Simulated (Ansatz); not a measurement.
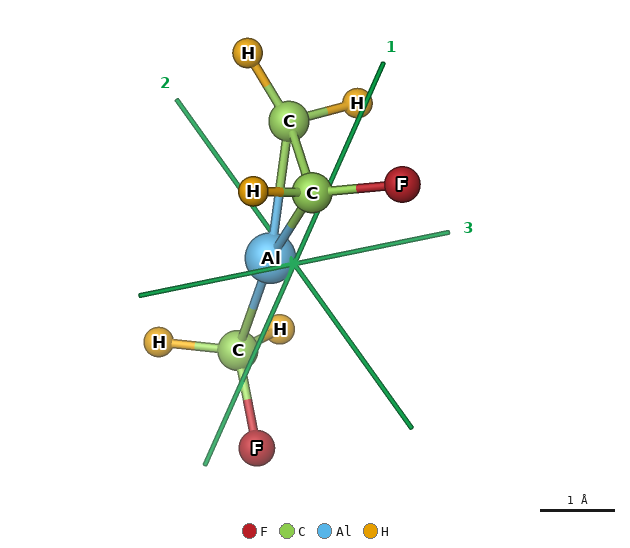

The three principal axes of inertia are drawn and numbered. Depth is shown by fading: the farther an atom, the more it takes the colour of the background. The geometry was computed by an optimisation with PBE-D4/def2-SVP. No frequency run is at hand to confirm it as a minimum. Masses are those of the most abundant isotopes; constants are for the rigid equilibrium geometry.

Q: Which line is the a axis (least moment of inertia), which b and which c?

A: a is line 1, b is line 2, c is line 3; the moments are 74.1, 423, 478 u Å².

Q: What kind of rotor is it, and what are its rotational constants in GHz?

A: An asymmetric top (C1): A = 6.82, B = 1.19, C = 1.06 GHz. Ray's parameter κ is −0.95, close to the prolate limit.
